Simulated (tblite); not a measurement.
**Geometry relaxation of C$_{7}$H$_{10}$N (part 1 of 4)**

- system: C$_{7}$H$_{10}$N, multiplicity 2
- method: GFN2-xTB geometry optimisation, gas phase (tblite 0.8.0)

It belongs to a series of runs on one base structure; here: H removed from sp3 C.

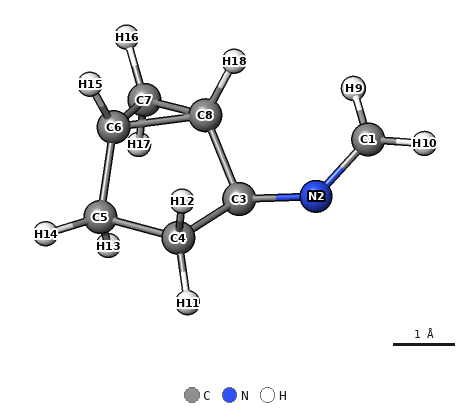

**Figure 1.** The structure as given in the input (ball-and-stick view, seen at a tilt; atoms are numbered from 1 in the order of the input). Bond lengths as drawn: C–C 1.50 to 1.54 Å, C–H 1.07 to 1.13 Å and C–N 1.28 to 1.41 Å.

### Key numbers

- outcome: converged
- total energy: −623.8855 eV
- hardware: 1 CPU thread, shared host
- wall time: 0.59 s
- peak memory: 0.18 GiB

### Input
```
{"job": {"kind": "relax", "xc": "GFN2-xTB", "basis": "xTB"}, "charge": 0, "multiplicity": 2}
C      2.860500    -0.127900    -0.366900
N      1.878500    -0.907000    -0.624200
C      0.548800    -0.506600    -0.881100
C     -0.410800    -1.516000    -0.284500
C     -1.712600    -0.727300    -0.420600
C     -1.273600     0.558100     0.237500
C     -0.885200     1.675600    -0.681300
C      0.204600     0.768400    -0.156600
H      2.676300     0.941200    -0.350700
H      3.828900    -0.546800    -0.170500
H     -0.421600    -2.477700    -0.801000
H     -0.118400    -1.586200     0.803000
H     -1.800300    -0.533000    -1.506700
H     -2.569700    -1.204300     0.028500
H     -1.436400     0.719500     1.308800
H     -1.035300     2.682300    -0.245600
H     -1.214700     1.565700    -1.732600
H      0.872400     1.228300     0.568100
```

The first line tells a small driver script what to run in tblite; the rest is the geometry in Å.

Command:
```bash
OMP_NUM_THREADS=1 python <driver script> task.json out
```

### What the program printed
```
step      E/eV     max force
  0    -622.19813    4.713
  1    -622.58958    2.694
  2    -622.85671    1.514
  3    -622.93590    0.830
  4    -622.99196    0.733
  5    -623.08118    0.737
  6    -623.17965    0.791
  7    -623.25100    0.606
  8    -623.30038    0.489
  9    -623.34169    0.447
 10    -623.38075    0.521
 11    -623.42671    0.640
 12    -623.47151    0.601
 13    -623.50800    0.407
 14    -623.53360    0.386
 15    -623.56022    0.398
 16    -623.58954    0.492
 17    -623.61935    0.515
 18    -623.64820    0.378
 19    -623.67161    0.305
 20    -623.69105    0.357
 21    -623.71170    0.362
 22    -623.73105    0.462
 23    -623.74808    0.385
 24    -623.75995    0.225
 25    -623.76808    0.216
 26    -623.77728    0.227
 27    -623.78518    0.218
 28    -623.79127    0.158
 29    -623.79598    0.142
 30    -623.79983    0.165
 31    -623.80298    0.145
 32    -623.80558    0.142
 33    -623.80781    0.143
 34    -623.80983    0.110
 35    -623.81169    0.132
 36    -623.81320    0.104
 37    -623.81444    0.096
 38    -623.81554    0.084
 39    -623.81668    0.077
 40    -623.81795    0.077
 41    -623.81920    0.075
 42    -623.82027    0.070
 43    -623.82114    0.070
 44    -623.82192    0.085
 45    -623.82269    0.074
 46    -623.82345    0.085
 47    -623.82415    0.068
 48    -623.82483    0.064
 49    -623.82554    0.071
 50    -623.82634    0.089
 51    -623.82722    0.101
 52    -623.82809    0.079
 53    -623.82886    0.073
 54    -623.82960    0.067
 55    -623.83043    0.093
 56    -623.83149    0.113
 57    -623.83262    0.097
 58    -623.83361    0.073
 59    -623.83440    0.074
 60    -623.83523    0.065
 61    -623.83616    0.079
 62    -623.83725    0.072
 63    -623.83852    0.081
 64    -623.83990    0.091
 65    -623.84147    0.100
 66    -623.84336    0.134
 67    -623.84553    0.134
 68    -623.84757    0.112
 69    -623.84776    0.181
 70    -623.85043    0.110
 71    -623.85163    0.090
 72    -623.85441    0.073
 73    -623.85597    0.098
 74    -623.85759    0.078
 75    -623.85866    0.075
 76    -623.85994    0.087
 77    -623.86114    0.124
 78    -623.86343    0.128
 79    -623.86591    0.119
 80    -623.86839    0.133
 81    -623.87039    0.109
 82    -623.87201    0.123
 83    -623.87336    0.113
 84    -623.87491    0.079
 85    -623.87621    0.067
 86    -623.87761    0.071
 87    -623.87839    0.050
 88    -623.87889    0.045
 89    -623.87944    0.058
 90    -623.87997    0.058
 91    -623.88052    0.058
 92    -623.88105    0.045
 93    -623.88158    0.052
 94    -623.88207    0.050
 95    -623.88247    0.052
 96    -623.88277    0.052
 97    -623.88311    0.047
 98    -623.88357    0.064
 99    -623.88408    0.058
100    -623.88449    0.039
101    -623.88476    0.042
102    -623.88494    0.039
103    -623.88511    0.035
104    -623.88525    0.029
105    -623.88534    0.028
106    -623.88540    0.019
107    -623.88544    0.015
108    -623.88547    0.011
109    -623.88550    0.011
110    -623.88551    0.009
```

### Trajectory as extended XYZ (Å, eV, eV/Å), 44 of the 111 frames kept, from step=0 to step=110
```
18
Properties=species:S:1:pos:R:3:forces:R:3 step=0 energy=-622.19813
C     2.8605   -0.1279   -0.3669   -1.2820  -0.0040  -0.5160
N     1.8785   -0.9070   -0.6242   -0.4980  -0.4380  -1.0070
C     0.5488   -0.5066   -0.8811    3.2020   0.2620   3.4480
C    -0.4108   -1.5160   -0.2845   -0.2020  -0.2070  -0.6410
C    -1.7126   -0.7273   -0.4206    0.6750   0.0660  -0.0770
C    -1.2736    0.5581    0.2375    0.5100   0.7100   0.3470
C    -0.8852    1.6756   -0.6813   -1.0040   0.2990   0.0950
C     0.2046    0.7684   -0.1566   -1.4000   0.2060  -0.7290
H     2.6763    0.9412   -0.3507    0.6970   0.3530  -0.0900
H     3.8289   -0.5468   -0.1705   -0.0120  -0.0120   0.0870
H    -0.4216   -2.4777   -0.8010    0.1460   0.0070   0.2830
H    -0.1184   -1.5862    0.8030   -0.3540  -0.4410  -1.0330
H    -1.8003   -0.5330   -1.5067   -0.6550  -0.2600   0.5610
H    -2.5697   -1.2043    0.0285   -0.2490   0.0110  -0.0580
H    -1.4364    0.7195    1.3088   -0.5080   0.0480  -0.5910
H    -1.0353    2.6823   -0.2456    0.5330  -0.5760  -0.5770
H    -1.2147    1.5657   -1.7326    0.3550   0.2530   0.7900
H     0.8724    1.2283    0.5681    0.0440  -0.2770  -0.2960
18
Properties=species:S:1:pos:R:3:forces:R:3 step=3 energy=-622.93590
C     2.8431   -0.1236   -0.3929    0.7460   0.2890  -0.2210
N     1.8894   -0.9410   -0.6692   -0.0890   0.0830   0.1800
C     0.6414   -0.5060   -0.6979   -0.1120  -0.3820   0.0800
C    -0.4043   -1.5144   -0.3148   -0.0150  -0.0960   0.0830
C    -1.6898   -0.7217   -0.4148   -0.1360  -0.0100   0.0150
C    -1.2642    0.5750    0.2442   -0.3340  -0.1480   0.0440
C    -0.9334    1.6815   -0.6765    0.0920  -0.0780  -0.0210
C     0.1713    0.7926   -0.1703    0.3100  -0.0680   0.3650
H     2.7157    0.9581   -0.3542    0.2100  -0.0380   0.0230
H     3.8106   -0.5403   -0.1739    0.1020   0.0340  -0.1730
H    -0.4101   -2.4841   -0.7943    0.2020  -0.0240  -0.2380
H    -0.1453   -1.6230    0.7465   -0.3270  -0.6130   0.0780
H    -1.8444   -0.5457   -1.4798   -0.4200   0.0020   0.0160
H    -2.5705   -1.1971    0.0216    0.1850   0.0790   0.0340
H    -1.4745    0.7277    1.2869   -0.4870   0.1700   0.0670
H    -1.0030    2.6720   -0.2736    0.2320   0.3650  -0.0720
H    -1.2049    1.5807   -1.7058   -0.2010   0.0740  -0.3190
H     0.8642    1.2155    0.5424    0.0420   0.3610   0.0590
18
Properties=species:S:1:pos:R:3:forces:R:3 step=5 energy=-623.08118
C     2.8791   -0.1085   -0.4271   -0.0440   0.0250  -0.2020
N     1.9129   -0.9398   -0.6657   -0.4240   0.3100   0.4350
C     0.6550   -0.5291   -0.6201    0.4600   0.2010  -0.5390
C    -0.4048   -1.5237   -0.3205   -0.2100  -0.2890   0.1620
C    -1.6906   -0.7207   -0.4132    0.0230  -0.0610  -0.1600
C    -1.2832    0.5735    0.2486    0.1800   0.2870   0.1000
C    -0.9414    1.6761   -0.6759    0.2980   0.2010  -0.2380
C     0.1769    0.7932   -0.1473   -0.3940  -0.3700   0.2230
H     2.7492    0.9639   -0.3541    0.1400   0.1430  -0.0290
H     3.8194   -0.5377   -0.1894    0.6360  -0.1200  -0.1630
H    -0.3886   -2.4882   -0.8132    0.1110   0.0650  -0.3690
H    -0.1841   -1.6902    0.7336   -0.3020  -0.5320   0.3910
H    -1.8969   -0.5501   -1.4685   -0.1720   0.0560  -0.0900
H    -2.5575   -1.1896    0.0240   -0.1540  -0.1890   0.3110
H    -1.5317    0.7454    1.2843   -0.3820   0.1000  -0.0700
H    -0.9708    2.6960   -0.2915    0.1380  -0.2660  -0.1730
H    -1.2176    1.5927   -1.7205   -0.0210   0.0040   0.1460
H     0.8661    1.2432    0.5401    0.1180   0.4360   0.2650
18
Properties=species:S:1:pos:R:3:forces:R:3 step=8 energy=-623.30038
C     2.9437   -0.0878   -0.4944   -0.2110  -0.1270   0.4230
N     1.9385   -0.9102   -0.6102   -0.0140  -0.0090   0.1560
C     0.6792   -0.5441   -0.5356   -0.1660   0.3040   0.0950
C    -0.4112   -1.5590   -0.3114    0.0530   0.1440  -0.0280
C    -1.6982   -0.7237   -0.4167   -0.0390  -0.0280   0.2040
C    -1.3024    0.5938    0.2593    0.0250   0.0150  -0.0790
C    -0.9170    1.6756   -0.6934    0.1480  -0.1610   0.0170
C     0.1647    0.7748   -0.0748   -0.0380   0.1920  -0.0510
H     2.8254    0.9869   -0.3620    0.1640  -0.0050  -0.2350
H     3.8907   -0.5391   -0.2440    0.0640   0.0970  -0.3690
H    -0.3424   -2.4823   -0.8911   -0.0910   0.3450  -0.2400
H    -0.2875   -1.8623    0.7424   -0.1190  -0.0310  -0.1350
H    -1.9990   -0.5521   -1.4570    0.2800  -0.0290   0.1020
H    -2.5476   -1.1967    0.0642   -0.0400  -0.1130   0.2450
H    -1.6713    0.7881    1.2646   -0.0500   0.0640  -0.3360
H    -0.9012    2.7081   -0.3393    0.0250  -0.3370  -0.0440
H    -1.2380    1.6092   -1.7309    0.2770  -0.1940   0.2250
H     0.8650    1.3270    0.5540   -0.2700  -0.1290   0.0500
18
Properties=species:S:1:pos:R:3:forces:R:3 step=10 energy=-623.38075
C     2.9474   -0.0916   -0.4792    0.1630   0.0810   0.3480
N     1.9347   -0.8978   -0.5745    0.0820  -0.1210   0.0520
C     0.6759   -0.5242   -0.5196   -0.2530  -0.2360   0.3900
C    -0.4110   -1.5597   -0.3070   -0.0410   0.2440  -0.1050
C    -1.7049   -0.7275   -0.4036   -0.0600  -0.0140   0.1740
C    -1.3049    0.6020    0.2564   -0.3070  -0.2980  -0.0750
C    -0.8933    1.6649   -0.6999   -0.1680  -0.2070   0.0860
C     0.1568    0.7798   -0.0542    0.2990   0.0880  -0.0540
H     2.8593    0.9940   -0.3837    0.0910  -0.1030  -0.2110
H     3.9228   -0.5332   -0.2914   -0.2770   0.0970  -0.3100
H    -0.3365   -2.4510   -0.9374   -0.0840   0.3420  -0.1110
H    -0.3274   -1.9163    0.7397    0.0900   0.1210  -0.3500
H    -2.0040   -0.5541   -1.4472    0.1960  -0.1140   0.2180
H    -2.5495   -1.2101    0.0992    0.1900   0.0920   0.0110
H    -1.7169    0.8067    1.2331   -0.0350   0.1580  -0.0340
H    -0.8800    2.6827   -0.3560    0.0050   0.2370   0.1400
H    -1.2215    1.5963   -1.7176    0.2040  -0.2640  -0.3560
H     0.8444    1.3453    0.5667   -0.0950  -0.1030   0.1870
18
Properties=species:S:1:pos:R:3:forces:R:3 step=13 energy=-623.50800
C     2.9630   -0.0879   -0.4320    0.0010   0.0520  -0.2290
N     1.9398   -0.8880   -0.5002    0.0530   0.0080   0.2010
C     0.6775   -0.5219   -0.4171    0.1610  -0.1270   0.0170
C    -0.4194   -1.5453   -0.3128    0.0110  -0.1050  -0.0060
C    -1.7164   -0.7347   -0.3668    0.0670   0.0730  -0.0630
C    -1.3350    0.6000    0.2519    0.0400   0.2270   0.1280
C    -0.8829    1.6353   -0.7098   -0.0670   0.1220  -0.1450
C     0.1532    0.7879   -0.0120   -0.1840  -0.1550   0.3280
H     2.9351    1.0010   -0.4478   -0.2000   0.0100  -0.0270
H     3.9521   -0.5181   -0.4132   -0.1210  -0.1720   0.0010
H    -0.3327   -2.3525   -1.0389   -0.0510   0.0870  -0.1070
H    -0.3893   -2.0117    0.6834    0.3120   0.0290  -0.1150
H    -2.0078   -0.5756   -1.4032   -0.1540  -0.0860  -0.0980
H    -2.5323   -1.2237    0.1646    0.0400   0.0390  -0.0350
H    -1.8164    0.8653    1.1758    0.0340   0.1310   0.2030
H    -0.8383    2.6627   -0.3775   -0.2150   0.0750  -0.0340
H    -1.1623    1.5404   -1.7416    0.2160  -0.1800  -0.2930
H     0.8034    1.3731    0.6207    0.0570  -0.0270   0.2730
18
Properties=species:S:1:pos:R:3:forces:R:3 step=15 energy=-623.56022
C     2.9737   -0.0812   -0.4248   -0.1180  -0.0730  -0.3120
N     1.9496   -0.8850   -0.4495   -0.0470   0.0730   0.1240
C     0.6856   -0.5316   -0.3571    0.0720   0.3110  -0.0470
C    -0.4217   -1.5427   -0.3187    0.0940  -0.0100  -0.0730
C    -1.7176   -0.7319   -0.3514    0.0450   0.0890  -0.0460
C    -1.3515    0.6123    0.2583    0.0810   0.2010  -0.0030
C    -0.8839    1.6266   -0.7240    0.2790  -0.0250  -0.0380
C     0.1423    0.7831    0.0334   -0.1830   0.0320   0.1870
H     2.9571    1.0041   -0.4830   -0.2620   0.0600   0.0010
H     3.9526   -0.5232   -0.4747    0.0330  -0.1890   0.1170
H    -0.3353   -2.2954   -1.0972   -0.0250  -0.0440  -0.1040
H    -0.3939   -2.0565    0.6428    0.2690  -0.1620   0.1050
H    -2.0216   -0.5940   -1.3863   -0.1980   0.0010  -0.0960
H    -2.5182   -1.2254    0.1928   -0.0540  -0.0120   0.0040
H    -1.8626    0.9058    1.1629    0.0920   0.0600   0.0590
H    -0.8349    2.6619   -0.3910   -0.2500  -0.1640  -0.2630
H    -1.1142    1.4974   -1.7778    0.2530  -0.0520   0.2240
H     0.7856    1.3820    0.6689   -0.0800  -0.0960   0.1600
18
Properties=species:S:1:pos:R:3:forces:R:3 step=18 energy=-623.64820
C     2.9738   -0.0809   -0.4491   -0.0190  -0.0480  -0.0950
N     1.9482   -0.8733   -0.3718   -0.0800   0.0750  -0.2460
C     0.6895   -0.5099   -0.3046   -0.1780   0.0910   0.0480
C    -0.4123   -1.5306   -0.3349   -0.0020   0.0890   0.0180
C    -1.7170   -0.7194   -0.3366   -0.0850  -0.1410   0.0390
C    -1.3694    0.6403    0.2632   -0.0630  -0.2770  -0.1010
C    -0.8498    1.6093   -0.7419    0.1440  -0.1050   0.2470
C     0.1205    0.7848    0.1117    0.2430   0.2220  -0.1730
H     2.9301    1.0061   -0.5321   -0.0670  -0.1040  -0.0800
H     3.9387   -0.5563   -0.5305   -0.0090   0.0750   0.1910
H    -0.3497   -2.2203   -1.1783    0.1000   0.0110   0.0960
H    -0.3362   -2.1086    0.5947    0.0080  -0.0840  -0.1380
H    -2.0517   -0.6174   -1.3746   -0.0930   0.1200   0.1730
H    -2.5026   -1.2241    0.2227   -0.0190   0.0030   0.0280
H    -1.8866    0.9661    1.1601    0.0220  -0.0160  -0.2260
H    -0.8814    2.6481   -0.4400    0.0110   0.0400  -0.2910
H    -1.0040    1.4229   -1.8022    0.1820  -0.0050   0.3310
H     0.7512    1.3697    0.7678   -0.0940   0.0560   0.1780
18
Properties=species:S:1:pos:R:3:forces:R:3 step=20 energy=-623.69105
C     2.9705   -0.0845   -0.4732   -0.0320  -0.0440   0.0530
N     1.9383   -0.8611   -0.3485    0.0560   0.0190  -0.3220
C     0.6850   -0.4878   -0.2728   -0.0580  -0.2580  -0.1010
C    -0.4075   -1.5195   -0.3427   -0.0230  -0.1110   0.0550
C    -1.7215   -0.7228   -0.3264   -0.0500  -0.1040   0.0650
C    -1.3785    0.6394    0.2589    0.1020  -0.0740   0.0820
C    -0.8193    1.5948   -0.7355   -0.1520   0.0770   0.0710
C     0.1213    0.8008    0.1442    0.0780   0.0070   0.0850
H     2.9120    1.0013   -0.5643    0.0470  -0.1110  -0.1300
H     3.9350   -0.5691   -0.5448   -0.1170   0.1650   0.1760
H    -0.3479   -2.1811   -1.2165    0.1660   0.1440   0.2220
H    -0.3080   -2.1489    0.5616   -0.1100   0.1250  -0.3160
H    -2.0788   -0.6201   -1.3567   -0.0510   0.0770   0.1450
H    -2.4985   -1.2255    0.2434   -0.0250  -0.0480   0.0860
H    -1.9015    0.9971    1.1402   -0.0310  -0.0820  -0.2340
H    -0.9041    2.6399   -0.4916    0.1030   0.2060  -0.0710
H    -0.9307    1.3837   -1.7859    0.1280  -0.1170  -0.0540
H     0.7253    1.3695    0.8340   -0.0310   0.1300   0.1880
```
